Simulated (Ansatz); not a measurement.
Consider NH4···PH3 (SMILES [NH4+].P) (charge +1).

```xyz
9

N     0.0584   -0.2456   -1.6738
H     0.0222   -0.0899   -0.6150
H    -0.8635   -0.5232   -2.0128
H     0.7317   -0.9813   -1.8911
H     0.3418    0.6173   -2.1395
P    -0.0924    0.3908    2.6621
H     1.0840    0.2416    3.4260
H    -0.9410   -0.4150    3.4497
H    -0.4937    1.6466    3.1638
```

Geometry: rigid move from PBE0-D4/def2-TZVP.

The calculation used Ansatz 0.2.0, RKS PBE0-D4/def2-TZVPPD.

Q: What will maps of the electron density and electron localisation function show?

A: P6···H2 (3.31 Å): the density falls to about 0.03 e/Å³ on the way; the ELF dips to about 0.05 between them: a weak contact between the two molecules.
N–H (1.02 Å): ρ is about 3 e/Å³ halfway; the ELF climbs to about 1 towards the hydrogen, as it does in any bond to H: a covalent bond by its length.

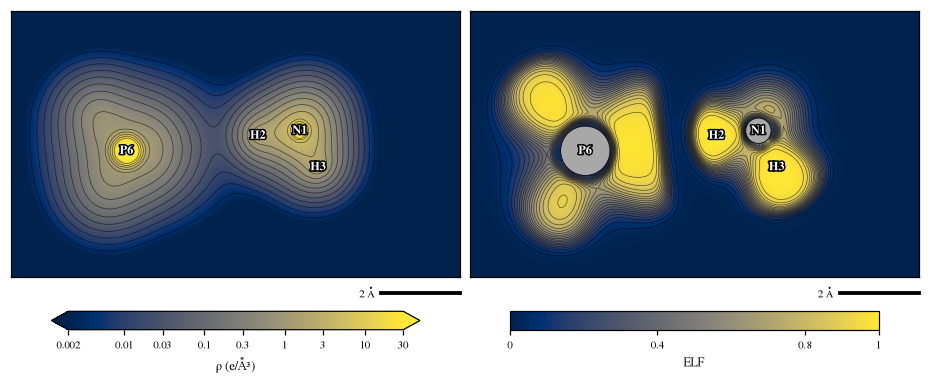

Computed electron density and electron localisation function on the plane of atoms H2, N1 and H3, in this order. Grey discs cover the atomic cores in the ELF map. 
